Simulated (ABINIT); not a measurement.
# MgO (Fm-3m): G0W0 with ABINIT, start to end

Aim: the G0W0 gap of MgO (Fm-3m) on PBEsol, step by step.

Calculated with ABINIT 10.8.3; PBEsol and many-body steps on it, plane waves.

**Experimental background.**

- Gap 7.83 eV: literature experimental gap; bulk crystal (quoted in “Electronic structure of alkaline earth and post-transition metal oxides”, 2009, arxiv:0908.1581).

- Gap 7.83 eV: direct gap at Gamma, low temperature; bulk crystal (literature value) (quoted in “The Band-Gap Studies of Short-Period CdO/MgO Superlattices”, 2021, pmc:8035356).

This is a report of a sequence of runs, with most program output left out.

## 1. The starting structure

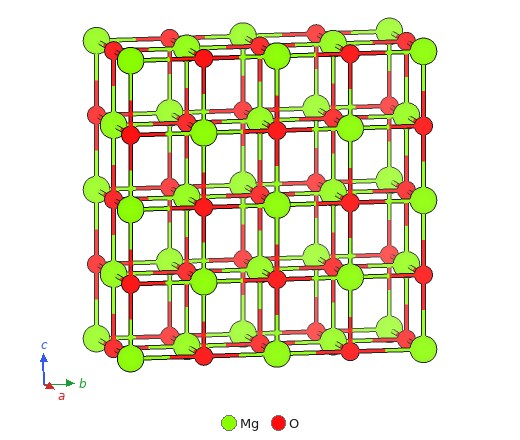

The starting structure, seen slightly off an axis (magnesium green, oxygen red). 1×2×2 cells are drawn. This picture shows the conventional cell, with its axes. Some periodic images of atoms are drawn too.

Coordinates:

```cif
data_structure
_symmetry_space_group_name_H-M 'P 1'
_symmetry_Int_Tables_number 1
_cell_length_a 2.9656
_cell_length_b 2.9656
_cell_length_c 2.9656
_cell_angle_alpha 60.000
_cell_angle_beta 60.000
_cell_angle_gamma 60.000
_cell_volume 18.44
loop_
_atom_site_label
_atom_site_type_symbol
_atom_site_fract_x
_atom_site_fract_y
_atom_site_fract_z
_atom_site_occupancy
Mg1 Mg 0.00000 0.00000 0.00000 1
O2 O 0.50000 0.50000 0.50000 1
```

The cell and positions are those that the Materials Project relaxed with its own functionals (PBE, PBE+U or r2SCAN), kept fixed.

## 2. Ground state

This step: ABINIT 10.8.3; DFT, PBEsol, plane waves, norm-conserving pseudopotentials.

The ground-state density comes first.

File run.abi:

```
acell 3*1.0 Angstrom
rprim 
  -0.000000000000 2.097001392700 2.097001392700
  2.097001392700 -0.000000000000 2.097001392700
  2.097001392700 2.097001392700 -0.000000000000
ntypat 2
znucl 12 8
natom 2
typat 1 2
xred 
  0.000000000000 0.000000000000 0.000000000000
  0.500000000000 0.500000000000 0.500000000000
pp_dirpath "pseudos"
pseudos "Mg.upf, O.upf"
ecut 38
ngkpt 8 8 8
nshiftk 1
shiftk 0 0 0
kptopt 1
chksymbreak 0
nband 13
occopt 1
tolvrs 1e-10
nstep 60
prtwf 0
optforces 0
optstress 0
indata_prefix "in"
outdata_prefix "out"
tmpdata_prefix "tmp"
```

On the command line:

```sh
$ OMP_NUM_THREADS=1 mpirun -n 8 abinit run.abi > log
```

Wall time 3.5 s (8 MPI ranks of Arm Neoverse V1, shared host); peak memory 0.48 GiB; 27 s of CPU time.

This step gave:

```
total energy               : -2065.6640 eV
gap                        : 4.791 eV
k of the valence top       : 0, 0, 0
k of the conduction bottom : 0, 0, 0
least direct gap           : 4.791 eV
```

The gap is direct, at Γ.

## 3. Bands along the symmetry lines

The cheap functional maps the bands first; the places of the edges decide which points the dearer methods must see.

File run.abi:

```
acell 3*1.0 Angstrom
rprim 
  -0.000000000000 2.097001392700 2.097001392700
  2.097001392700 -0.000000000000 2.097001392700
  2.097001392700 2.097001392700 -0.000000000000
ntypat 2
znucl 12 8
natom 2
typat 1 2
xred 
  0.000000000000 0.000000000000 0.000000000000
  0.500000000000 0.500000000000 0.500000000000
pp_dirpath "pseudos"
pseudos "Mg.upf, O.upf"
ecut 38
iscf -2
irdden 1
kptopt 0
nkpt 50
kpt 
  0.00000000 0.00000000 0.00000000
  0.06250000 0.00000000 0.06250000
  0.12500000 0.00000000 0.12500000
  0.18750000 0.00000000 0.18750000
  0.25000000 0.00000000 0.25000000
  0.31250000 0.00000000 0.31250000
  0.37500000 0.00000000 0.37500000
  0.43750000 0.00000000 0.43750000
  0.50000000 0.00000000 0.50000000
  0.51562500 0.03125000 0.51562500
  0.53125000 0.06250000 0.53125000
  0.54687500 0.09375000 0.54687500
  0.56250000 0.12500000 0.56250000
  0.57812500 0.15625000 0.57812500
  0.59375000 0.18750000 0.59375000
  0.60937500 0.21875000 0.60937500
  0.62500000 0.25000000 0.62500000
  0.37500000 0.37500000 0.75000000
  0.32812500 0.32812500 0.65625000
  0.28125000 0.28125000 0.56250000
  0.23437500 0.23437500 0.46875000
  0.18750000 0.18750000 0.37500000
  0.14062500 0.14062500 0.28125000
  0.09375000 0.09375000 0.18750000
  0.04687500 0.04687500 0.09375000
  0.00000000 0.00000000 0.00000000
  0.06250000 0.06250000 0.06250000
  0.12500000 0.12500000 0.12500000
  0.18750000 0.18750000 0.18750000
  0.25000000 0.25000000 0.25000000
  0.31250000 0.31250000 0.31250000
  0.37500000 0.37500000 0.37500000
  0.43750000 0.43750000 0.43750000
  0.50000000 0.50000000 0.50000000
  0.50000000 0.46875000 0.53125000
  0.50000000 0.43750000 0.56250000
  0.50000000 0.40625000 0.59375000
  0.50000000 0.37500000 0.62500000
  0.50000000 0.34375000 0.65625000
  0.50000000 0.31250000 0.68750000
  0.50000000 0.28125000 0.71875000
  0.50000000 0.25000000 0.75000000
  0.50000000 0.21875000 0.71875000
  0.50000000 0.18750000 0.68750000
  0.50000000 0.15625000 0.65625000
  0.50000000 0.12500000 0.62500000
  0.50000000 0.09375000 0.59375000
  0.50000000 0.06250000 0.56250000
  0.50000000 0.03125000 0.53125000
  0.50000000 0.00000000 0.50000000
istwfk *1
nband 18
nbdbuf 5
tolwfr 1e-07
nstep 50
prtwf 0
prtvol 0
indata_prefix "in"
outdata_prefix "out"
tmpdata_prefix "tmp"
```

Wall time 3 s (8 MPI ranks); peak memory 0.07 GiB; 23 s of CPU time.

This step gave:

| Quantity | Value |
| --- | --- |
| gap | 4.791 eV |
| k of the valence top | 0, 0, 0 |
| k of the conduction bottom | 0, 0, 0 |
| least direct gap | 4.791 eV |

The gap is 4.791 eV, as in the run before at this level.

Electronic bands along the path, in eV, zero at the top of the highest filled band; v1 is the highest filled band, c1 the lowest empty one:

| point | v4 | v3 | v2 | v1 | c1 | c2 | c3 | c4 |
| --- | --- | --- | --- | --- | --- | --- | --- | --- |
| Γ | -17.20 | 0.00 | 0.00 | 0.00 | 4.79 | 15.86 | 15.86 | 15.86 |
| X | -15.59 | -4.15 | -1.37 | -1.37 | 9.04 | 10.04 | 13.10 | 19.04 |
| U | -15.56 | -3.56 | -2.76 | -1.16 | 10.05 | 11.85 | 12.52 | 18.19 |
| jump to K | -15.56 | -3.56 | -2.76 | -1.16 | 10.05 | 11.85 | 12.52 | 18.19 |
| Γ | -17.20 | 0.00 | 0.00 | 0.00 | 4.79 | 15.86 | 15.86 | 15.86 |
| L | -15.82 | -4.71 | -0.66 | -0.66 | 7.86 | 12.65 | 16.34 | 16.34 |
| W | -15.52 | -3.01 | -3.01 | -1.80 | 11.62 | 11.62 | 12.25 | 15.60 |
| X | -15.59 | -4.15 | -1.37 | -1.37 | 9.04 | 10.04 | 13.10 | 19.04 |

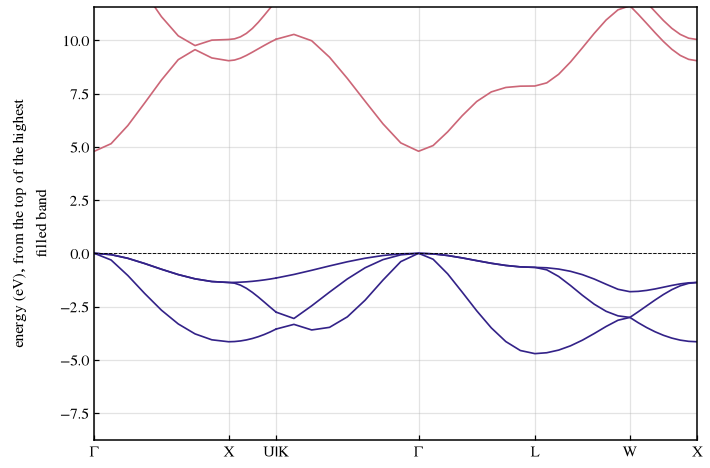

Electronic bands along the path; lines of filled and empty bands in two colours.

## 4. Empty states on the mesh, 6×6×6 mesh, 117 bands

The sums over transitions need many empty states on a uniform mesh; this step solves for them.

File run.abi:

```
acell 3*1.0 Angstrom
rprim 
  -0.000000000000 2.097001392700 2.097001392700
  2.097001392700 -0.000000000000 2.097001392700
  2.097001392700 2.097001392700 -0.000000000000
ntypat 2
znucl 12 8
natom 2
typat 1 2
xred 
  0.000000000000 0.000000000000 0.000000000000
  0.500000000000 0.500000000000 0.500000000000
pp_dirpath "pseudos"
pseudos "Mg.upf, O.upf"
ecut 38
ngkpt 6 6 6
nshiftk 1
shiftk 0 0 0
kptopt 1
chksymbreak 0
irdden 1
istwfk *1
nband 117
prtvol 0
optdriver 6
gwr_task "HDIAGO"
paral_kgb 0
occopt 1
indata_prefix "in"
outdata_prefix "out"
tmpdata_prefix "tmp"
```

Elapsed: 7.5 s, on 8 MPI ranks; peak memory 1.3 GiB; 59 s of CPU time.

Numbers from this step:

```
gap                                                           : 4.791 eV
k of the valence top                                          : 0, 0, 0
k of the conduction bottom                                    : 0, 0, 0
least direct gap                                              : 4.791 eV
k points computed                                             : 16
lowest point of the top converged band, above the valence top : 159.5174 eV
```

On this mesh the gap is 4.791 eV.

## 5. Screening, 6×6×6 mesh, 109 bands, screening to 244.9 eV

The RPA dielectric matrix is built and inverted for each q.

This step: RPA screening on PBEsol, plane waves, norm-conserving pseudopotentials.

run.abi, as its differences from that of step 4:

```diff
@@ -20,10 +20,17 @@
 chksymbreak 0
-irdden 1
 istwfk *1
-nband 117
-prtvol 0
-optdriver 6
-gwr_task "HDIAGO"
-paral_kgb 0
 occopt 1
+irdwfk 1
+optdriver 3
+nband 109
+ecuteps 9
+inclvkb 2
+awtr 1
+symchi 1
+gwcalctyp 2
+nfreqre 16
+freqremax 40 eV
+nfreqim 8
+spmeth 1
+nomegasf 120
 indata_prefix "in"
```

Run time: 79 s. Hardware: 8 MPI ranks; peak memory 1.6 GiB; 10 min of CPU time.

Numbers from this step:

| Item | Value |
| --- | --- |
| ε∞ with local fields, on this mesh, along the program's q direction | 3.106 |
| the same without local fields | 3.333 |
| plasma frequency | 34.59 eV |
| plane waves in the screening matrix | 169 |

Local fields lower ε∞ by 7 %.

## 6. Self-energy, 6×6×6 mesh, 109 bands, screening to 244.9 eV

The self-energy is evaluated for the states that the input lists, and the levels follow from it, in one-shot runs by the linearised quasiparticle equation.

This step: G0W0 on PBEsol, plane waves, norm-conserving pseudopotentials.

run.abi, as its differences from that of step 5:

```diff
@@ -23,14 +23,44 @@
 irdwfk 1
-optdriver 3
+optdriver 4
 nband 109
+gwcalctyp 2
+ecutsigx 38
+symsigma 1
+nkptgw 16
+kptgw 
+  0.0000000000 0.0000000000 0.0000000000
+  0.1666666667 0.0000000000 0.0000000000
+  0.3333333333 0.0000000000 0.0000000000
+  0.5000000000 0.0000000000 0.0000000000
+  0.1666666667 0.1666666667 0.0000000000
+  0.3333333333 0.1666666667 0.0000000000
+  0.5000000000 0.1666666667 0.0000000000
+  -0.3333333333 0.1666666667 0.0000000000
+  -0.1666666667 0.1666666667 0.0000000000
+  0.3333333333 0.3333333333 0.0000000000
+  0.5000000000 0.3333333333 0.0000000000
+  -0.3333333333 0.3333333333 0.0000000000
+  0.5000000000 0.5000000000 0.0000000000
+  0.5000000000 0.3333333333 0.1666666667
+  -0.3333333333 0.3333333333 0.1666666667
+  -0.3333333333 0.5000000000 0.1666666667
+bdgw 
+  1 15
+  1 15
+  1 15
+  1 15
+  1 15
+  1 15
+  1 15
+  1 15
+  1 15
+  1 15
+  1 15
+  1 15
+  1 15
+  1 15
+  1 15
+  1 15
 ecuteps 9
-inclvkb 2
-awtr 1
-symchi 1
-gwcalctyp 2
-nfreqre 16
-freqremax 40 eV
-nfreqim 8
-spmeth 1
-nomegasf 120
+irdscr 1
 indata_prefix "in"
```

It took 4.3 min on 8 MPI ranks; peak memory 2 GiB.

This step gave:

```
G0W0 gap on the mesh                         : 7.311 eV
starting gap on the mesh                     : 4.791 eV
k of the valence top                         : 0, 0, 0
k of the conduction bottom                   : 0, 0, 0
Z at the valence top                         : 0.785
Z at the conduction bottom                   : 0.841
least direct G0W0 gap on the computed points : 7.311 eV
```

The gap on the mesh goes from 4.79 eV to 7.31 eV, a correction of +2.52 eV.

Limits: finite bands, cutoff and mesh. v1 is the top filled band, c1 the lowest empty one. Levels before and after the correction, in eV, zero at the valence-band top of each column:

|  | conduction bottom | valence top |
| --- | --- | --- |
| Kohn-Sham | 4.79 | 0.00 |
| G0W0 | 7.31 | 0.00 |

|  | level | energy (eV) |
| --- | --- | --- |
| Kohn-Sham | Γ v4 | -17.201 |
| Kohn-Sham | Γ v3-v1 | 0.000 |
| Kohn-Sham | Γ c1 | 4.791 |
| Kohn-Sham | Γ c2-c4 | 15.861 |
| G0W0 | Γ v4 | -18.048 |
| G0W0 | Γ v3-v1 | 0.000 |
| G0W0 | Γ c1 | 7.311 |
| G0W0 | Γ c2-c4 | 18.614 |

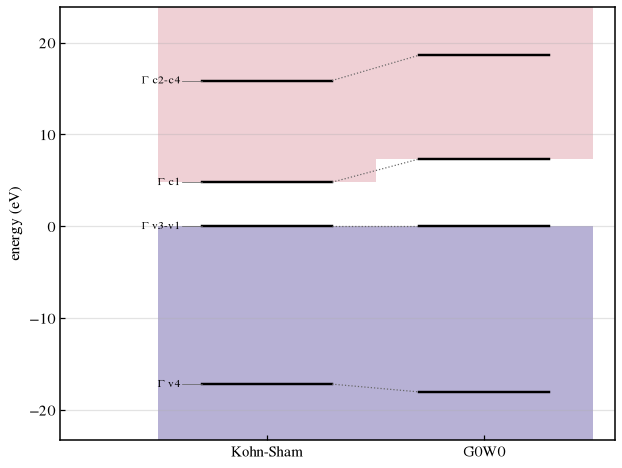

Levels before and after the correction. Shaded: valence and conduction bands.

## 7. Where the time went

Times are wall times on 8 MPI ranks of Arm Neoverse V1, shared host, good to a factor of about two.

| step | time | share | memory (GiB) |
| --- | --- | --- | --- |
| ground state | 3.5 s | 1 % | 0.48 |
| bands along the symmetry lines | 3 s | 1 % | 0.07 |
| empty states on the mesh | 7.5 s | 2 % | 1.3 |
| screening | 79 s | 23 % | 1.6 |
| self-energy | 4.3 min | 73 % | 2.0 |

## 8. Results

```yaml
pbesol_gap: 4.79 eV, direct
g0w0_gap_on_the_mesh: 7.31 eV
gw_settings: 6×6×6 mesh, 109 bands, screening to 244.9 eV, contour deformation
known_limits: not at the basis limit
```

**Reading.** G0W0 moves the gap on the mesh from 4.79 eV to 7.31 eV (+2.52 eV), with Z of 0.79 and 0.84 at the edges. Local fields lower the RPA ε∞ on this mesh from 3.33 to 3.11. The dearest step here is «self-energy». Against experiment, by G0W0@PBEsol: the gap of 7.31 eV lies −0.52 eV from the measured 7.83 eV (kind not stated, quoted 2009); the direct gap of 7.31 eV lies −0.52 eV from the measured 7.83 eV (direct, quoted 2021). An exciton line or allowed optical edge lies below the quasiparticle gap by the binding energy; a forbidden edge can push the onset above it. The calculation has static nuclei and no excitons; a measured gap holds zero-point and thermal motion, which mostly lowers it. Against the values above the computed gap that would widen the miss. A likelier cause is too strong a screening: the start's gap is only 4.79 eV, and one shot does not repair that. Bands and cutoff are finite, so the gap is not at the basis limit. The miss can reach some tenths of an eV and take either sign; the mesh is an error of its own.

[Paths, hosts, dates, memory and timing lines, banners, echoed tables and standing remarks are left out of the program output.]

[Logs are printed without paths, hosts, clocks, repeated set-up lines and the standing remarks that a program may print on its own settings, such as how far it seeks lower states.]

[Runs of the session that timed out or met a known fault of the program may be left out.]

[No measured gap is set beside runs whose start may be inverted or whose files or cutoffs have a known fault.]

[Hosts, paths, dates, database ids (printed as entryN), source tags and the programs' standing remarks are cut or masked in the printed files.]

[G0W0 gaps are taken among the corrected bands and points alone; a level outside them can change the order at an edge.]

[Where Ansatz stands beside ABINIT at settings called matched, ABINIT's density can come from a denser mesh and the files from another edition; pairs whose starting gaps differed by over 0.03 eV were left out, so agreement reads better than it is.]
